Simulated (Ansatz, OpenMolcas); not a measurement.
## A ladder of methods for BGeSiH4F (SMILES F[SiH]1[BH][GeH2]1)

BGeSiH4F has 8 atoms, charge 0, and is taken as a singlet. As SMILES, `F[SiH]1[BH][GeH2]1`. The coordinates come from a PBE0-D4/def2-TZVP relaxation.

| atom | x (Å) | y (Å) | z (Å) |
| --- | --- | --- | --- |
| F | -2.8022 | -0.0970 | 1.0426 |
| Si | -1.2542 | -0.1521 | 0.6696 |
| B | -0.4001 | 0.4697 | -0.8532 |
| Ge | 1.4170 | -0.0023 | -0.4445 |
| H | -0.5960 | -0.8205 | 1.8146 |
| H | -0.7861 | 1.0141 | -1.8344 |
| H | 1.8434 | -0.7089 | 0.8525 |
| H | 2.6703 | 0.2398 | -1.3031 |

Quantity: the energy change with the Si2–B3 bond stretched from 1.853 to 2.780 Å, in eV. The values are calculated.

```tsv
level	kind	program	value (eV)	less CCSD(T)/def2-SVP	CPU time (all runs)
BLYP/def2-SVP (restricted)	GGA	OpenMolcas	2.36	-0.32	1.7 min
M06-L/def2-SVP (restricted)	meta-GGA	OpenMolcas	2.79	+0.11	1.7 min
M06-2X/def2-SVP (restricted)	hybrid meta-GGA	OpenMolcas	2.82	+0.14	99 s
HSE06/def2-SVP (restricted)	range-separated hybrid	Ansatz	2.79	+0.11	7.6 s
wB97X/def2-SVP (restricted)	range-separated hybrid	Ansatz	2.88	+0.20	26 s
B2PLYP/def2-SVP (restricted)	double hybrid	Ansatz	2.71	+0.03	12 s
RPA@PBE/def2-SVP (restricted)	RPA	Ansatz	2.49	-0.19	15 s
MP2/def2-SVP (restricted)	perturbation theory	Ansatz	2.95	+0.27	4.3 s
CCSD(T)/def2-SVP (Cholesky decomposition) (restricted)	coupled cluster or CI	OpenMolcas	2.68	0.00	13 min
```

CCSD(T)/def2-SVP (Cholesky decomposition) (restricted) is the highest level here, not the true value. All-electron rows without a relativistic Hamiltonian named are non-relativistic. The first shape isn't each level's own minimum. The values span 2.36 to 2.95 eV. In the correlated wave-function rows the outer d shell of Ge is correlated, in sets not made for it. Times are those of the runs behind each value, whatever else they computed, on shared processors of several kinds: orders of magnitude only.

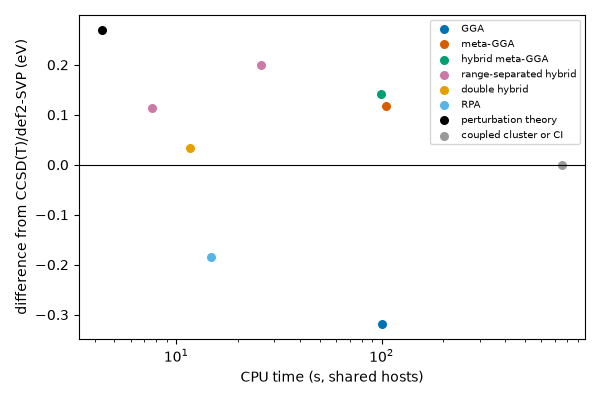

Difference from CCSD(T)/def2-SVP against processor time, one point a level.
